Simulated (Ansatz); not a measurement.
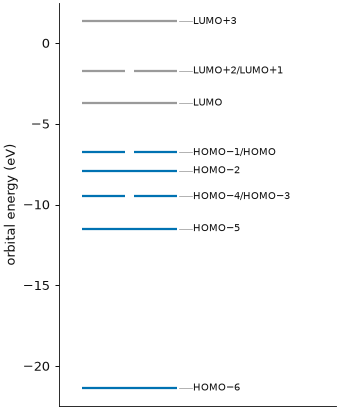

Kohn-Sham orbital energies near the frontier, LDA (SPW92)/def2-TZVPP in the Ansatz code, at a PBE0-D4/def2-TZVP geometry (a minimum by its frequencies), isolated molecule; empty levels in grey, levels within 0.03 eV side by side.

**Which molecule has this level scheme?**
A. GaN₂H₄Cl, SMILES [NH2][Ga]([NH2])[Cl], singlet
B. CH₄ClFSi, SMILES F[C@@H]([SiH3])Cl
C. AlOCl, SMILES [O]=[Al][Cl], singlet

Option C. HOMO −6.78 eV, LUMO −3.71 eV, separation 3.07 eV.

Caveats: empty levels above zero depend strongly on the basis.
